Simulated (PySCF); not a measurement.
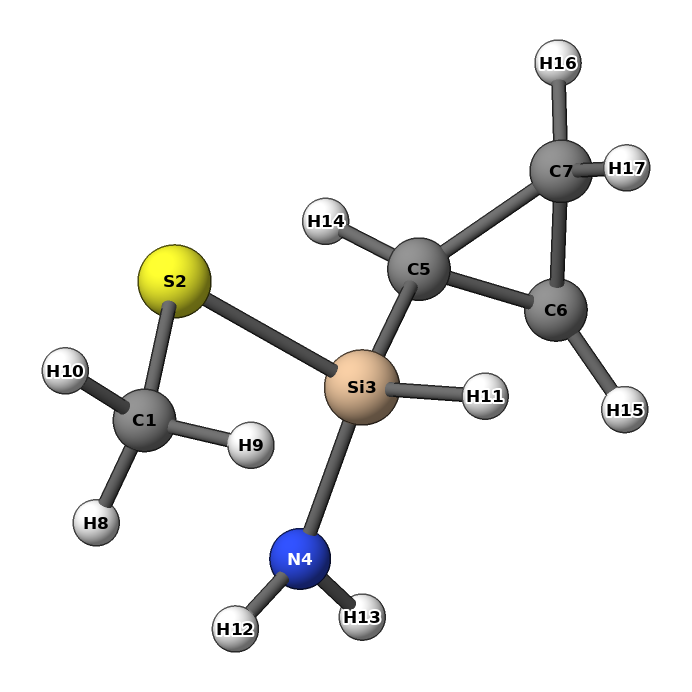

The questions are on Mulliken spin populations. State: neutral, doublet. The geometry was computed by an optimisation with GFN2-xTB. No frequency run is at hand to confirm it as a minimum. Method: UKS B3LYP, pcH-1 on C H N S Si, non-relativistic (PySCF 2.14.0).

Give the Mulliken spin populations atom by atom.

```json
{"atom": "C1", "value (e)": "0.00"}
{"atom": "S2", "value (e)": "0.01"}
{"atom": "Si3", "value (e)": "0.03"}
{"atom": "N4", "value (e)": "0.00"}
{"atom": "C5", "value (e)": "−0.03"}
{"atom": "C6", "value (e)": "0.96"}
{"atom": "C7", "value (e)": "−0.04"}
{"atom": "H8", "value (e)": "0.00"}
{"atom": "H9", "value (e)": "0.00"}
{"atom": "H10", "value (e)": "0.00"}
{"atom": "H11", "value (e)": "0.00"}
{"atom": "H12", "value (e)": "0.00"}
{"atom": "H13", "value (e)": "0.00"}
{"atom": "H14", "value (e)": "0.04"}
{"atom": "H15", "value (e)": "−0.02"}
{"atom": "H16", "value (e)": "0.03"}
{"atom": "H17", "value (e)": "0.02"}
```

Mulliken values depend strongly on the basis set. The geometry is semi-empirical. Around Si such bond lengths and angles can be off by a tenth of an ångström or more and by several degrees, and values that hang on the shape move with them.
